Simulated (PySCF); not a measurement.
**C3H10AsGeN: electronic excitations**

What electronic excitations should C3H10AsGeN (`[AsH2][GeH2][NH]C1CC1`) show?

The runs use PySCF 2.14.0, with density-fitted response routines of our own; the level of theory stands in each step. All values are computed, except where a source is named. Atoms are numbered from 0 throughout.

## Step 1: Starting geometry

16 atoms, charge 0, multiplicity 1; geometry from: GFN2-xTB.

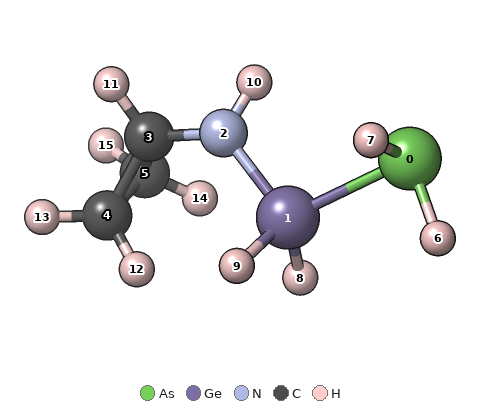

The starting geometry (arsenic green, germanium purple, nitrogen light blue, carbon dark grey, hydrogen pink), atoms numbered.

## Step 2: Excited states and response: B3LYP/def2-SVPD

The job: settings as JSON, then the geometry in Å.

```
{"job": {"kind": "uv", "xc": "B3LYP", "basis": "def2-SVPD", "nstates": 8, "ntriplets": 3}, "charge": 0, "multiplicity": 1}
As     3.319556    -0.604629    -1.073125
Ge     1.441226     0.129585     0.195429
N     -0.003777    -0.052816    -0.905613
C     -1.382712     0.066381    -0.553376
C     -1.782494     0.636750     0.764663
C     -2.007398    -0.820229     0.488747
H      4.271233    -0.070586    -0.042520
H      3.384032     0.710850    -1.791566
H      1.243681    -0.630821     1.519872
H      1.408043     1.586774     0.636166
H      0.111318    -0.758113    -1.623725
H     -2.003831     0.321778    -1.409207
H     -0.994348     0.896574     1.455678
H     -2.636240     1.295875     0.802666
H     -1.359128    -1.526500     0.987625
H     -3.016762    -1.171928     0.339326
```

With the program's defaults for keys left out, this is: TDDFT B3LYP/def2-SVPD, vertical, gas phase, core orbitals frozen in the response.

Run with:

```console
$ OMP_NUM_THREADS=1 python probes_run.py task.json out
```

The driver reads the jobs from task.json and runs them one after another.

Log:

```text
coarse grid: 60128 points
cycle   1  E = -4487.3034615665  dE = -6.990e-01  |g| = 6.363e-01  |ddm| = 6.159e+00
cycle   2  E = -4487.2280293796  dE =  7.543e-02  |g| = 8.699e-01  |ddm| = 2.474e+00
cycle   3  E = -4487.3695516793  dE = -1.415e-01  |g| = 1.374e-01  |ddm| = 1.596e+00
cycle   4  E = -4487.3734961250  dE = -3.944e-03  |g| = 3.524e-02  |ddm| = 2.778e-01
cycle   5  E = -4487.3737468142  dE = -2.507e-04  |g| = 9.142e-03  |ddm| = 7.236e-02
cycle   6  E = -4487.3737644964  dE = -1.768e-05  |g| = 1.887e-03  |ddm| = 2.010e-02
cycle   7  E = -4487.3737653152  dE = -8.189e-07  |g| = 4.204e-04  |ddm| = 3.769e-03
final grid: 124448 points
cycle   8  E = -4487.3737279395  dE = -1.682e-07  |g| = 5.285e-04  |ddm| = 1.429e-02
cycle   9  E = -4487.3737278924  dE =  4.706e-08  |g| = 6.977e-04  |ddm| = 2.010e-03
cycle  10  E = -4487.3737280077  dE = -1.153e-07  |g| = 3.373e-05  |ddm| = 1.041e-03
cycle  11  E = -4487.3737280080  dE = -2.474e-10  |g| = 1.091e-05  |ddm| = 8.353e-05
converged SCF energy = -4487.3737280080

Static polarisability (au): isotropic 107.071, principal 89.891 94.672 136.649

Singlet excitations
state   eV       nm        f      main configurations
  1   4.7412    261.5   0.00141   H->L 0.99
  2   5.1933    238.7   0.00241   H->L+2 0.61, H->L+1 0.34
  3   5.2116    237.9   0.00203   H->L+1 0.65, H->L+2 0.34
  4   5.6785    218.3   0.00934   H->L+3 0.94
  5   6.0404    205.3   0.02295   H->L+4 0.84, H->L+5 0.14
  6   6.2601    198.1   0.01578   H->L+5 0.84, H->L+4 0.14
  7   6.4049    193.6   0.06799   H-1->L+2 0.39, H-1->L 0.35, H-1->L+1 0.22
  8   6.4588    192.0   0.02006   H-1->L+1 0.75, H-1->L 0.18

Triplet excitations (Tamm-Dancoff, eV): 4.6634 5.0030 5.1665
```

It took 75 s on 1 thread of Arm Neoverse V1, shared host; peak memory 0.96 GiB.

The orbitals next to the gap, with their largest atomic shares:

```tsv
orbital	eV	atoms
HOMO−3	-8.65	Ge1 24 %, H8 18 %, As0 16 %
HOMO−2	-8.15	C4 35 %, C3 22 %, C5 14 %
HOMO−1	-7.48	As0 60 %, Ge1 18 %, H9 6 %
HOMO	-6.02	N2 49 %, C5 14 %, C3 12 %
LUMO	-0.42	As0 38 %, Ge1 23 %, H9 8 %
LUMO+1	-0.06	As0 44 %, Ge1 21 %, H7 21 %
LUMO+2	0.01	As0 50 %, H6 21 %, Ge1 9 %
```

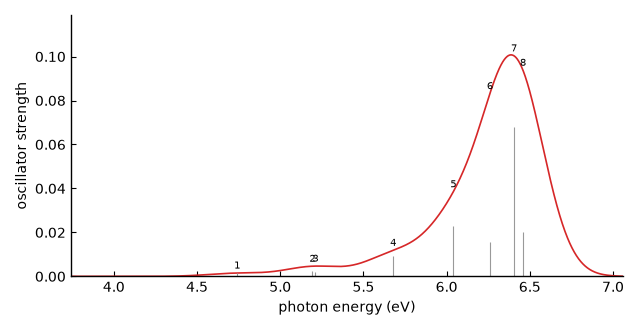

Absorption spectrum from the 8 singlet states computed; above the last one it falls off for lack of states. Lines are broadened to a width of 0.40 eV (Gaussian).

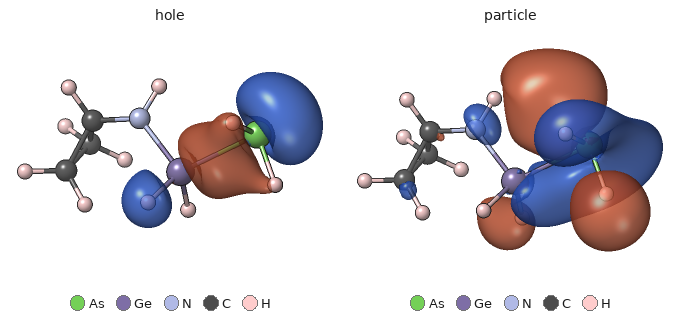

Leading natural transition orbitals of singlet state 7: the electron leaves the hole (left) for the particle orbital (right).

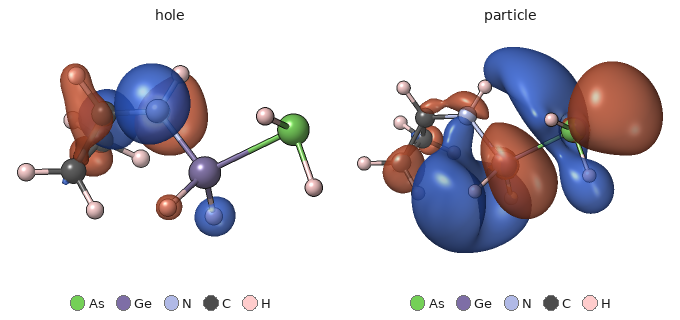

Leading natural transition orbitals of singlet state 1: the electron leaves the hole (left) for the particle orbital (right).

Further results of this job:

```tsv
property	computed
dipole moment (D)	0.45
polarisability (Å³)	15.87
HOMO–LUMO gap (eV)	5.60
−ε(HOMO) (eV)	6.02
```

Orbitals, density, ELF and potential are computed afterwards from the orbital file.

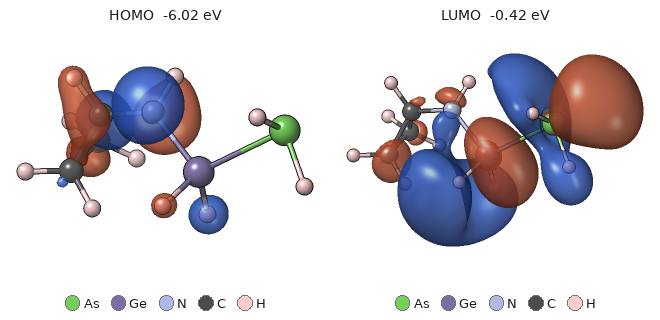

B3LYP/def2-SVPD orbitals near the gap, drawn at the value that encloses 70 % of each; the two colours are the two signs.

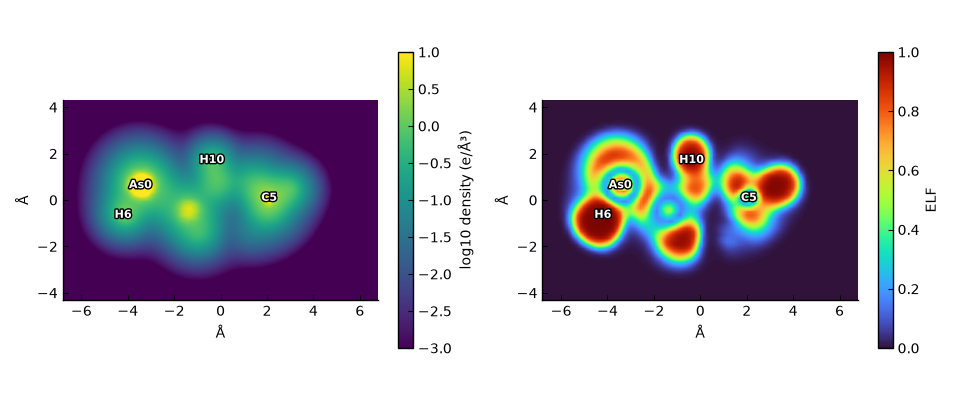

Density (left) and ELF (right) in a plane through or near 4 of the atoms.

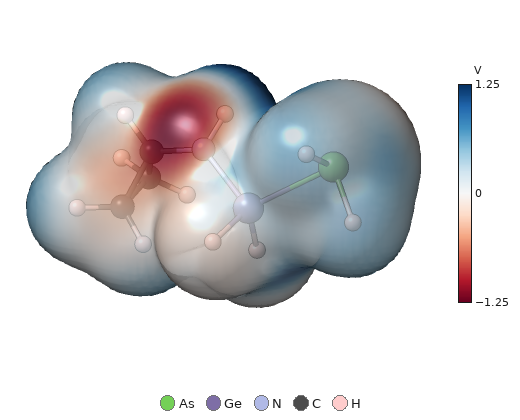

Electrostatic potential on the surface of density 0.002 e/bohr³; red is low, blue high. It runs from -0.96 V near N2 to 1.25 V near H10.

## Step 3: Results

```
                                quantity                        value
        lowest singlet (B3LYP/def2-SVPD)  4.74 eV (262 nm), f = 0.001
brightest single state of those computed  state 7, 6.40 eV, f = 0.068
                          lowest triplet                      4.66 eV
   surface potential, least and greatest           -0.96 V and 1.25 V
```

What this shows: The lowest singlet, at 4.74 eV, is HOMO→LUMO 0.99 and is weak; of the 8 states computed, the strongest absorption comes from state 7 at 6.40 eV. The lowest triplet lies 0.08 eV below the lowest singlet (triplets in Tamm-Dancoff, singlets in full TDDFT). States above −ε(HOMO) lie where TDDFT describes them poorly and they hang on the basis; the brightest is among them. At B3LYP/def2-SVPD, counted by nearest atom on the grid, the HOMO lies on N2 51 %; C5 13 %, the LUMO on As0 29 %; Ge1 16 %.
